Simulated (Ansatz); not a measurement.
C2OSn

The calculation's input:

```
crystal:
  periodic: [false, false, false]
  atoms:
    - {symbol: C, position_ang: [0.000000, 0.000000, -0.844872]}
    - {symbol: C, position_ang: [0.000000, 0.000000, 0.452471]}
    - {symbol: O, position_ang: [0.000000, 0.000000, -2.018109]}
    - {symbol: Sn, position_ang: [0.000000, 0.000000, 2.410510]}
basis:
  gaussian:
    orbitals: def2-TZVPD
magnetization:
  spin_polarized: false
hamiltonian:
  xc: pbe0
output: {forces: true, orbitals: {seedname: orbitals}}
```

Command:

```sh
ansatz run input.yaml --threads 1 --pin off --max-ram 2610MiB --events-out events.jsonl --progress --plain --runs-dir runs
```

Geometry: B3LYP-D3(BJ)/def2-SVP; core potentials replace the inner electrons of Sn.

The calculation used isolated molecule in a Gaussian basis; Kohn-Sham density functional theory, functional PBE0 (Ansatz).

> What will maps of the electron density and electron localisation function show?

C–O (1.17 Å): the density is about 3.6 e/Å³ at the midpoint; the ELF peaks at about 0.85 between the atoms (a short, multiple covalent bond).
C–C (1.30 Å): the density is about 2.4 e/Å³ at the midpoint; the ELF peaks at about 0.85 between the atoms; a multiple bond.
C–Sn (1.96 Å): ρ at the midpoint is about 0.92 e/Å³; the ELF peaks at about 0.85 in the valence shell of C, 0.6 Å from its nucleus, and drops to about 0.20 between the two atoms.

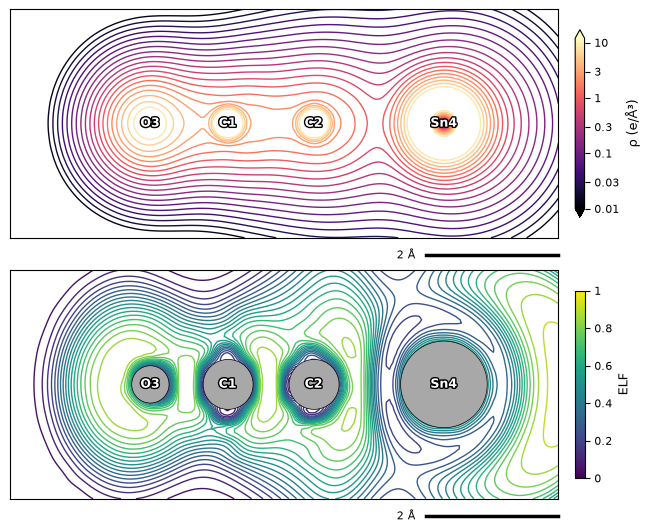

Computed electron density and electron localisation function on a plane that holds the molecular axis, in this order. Grey discs cover the atomic cores in the ELF map. 
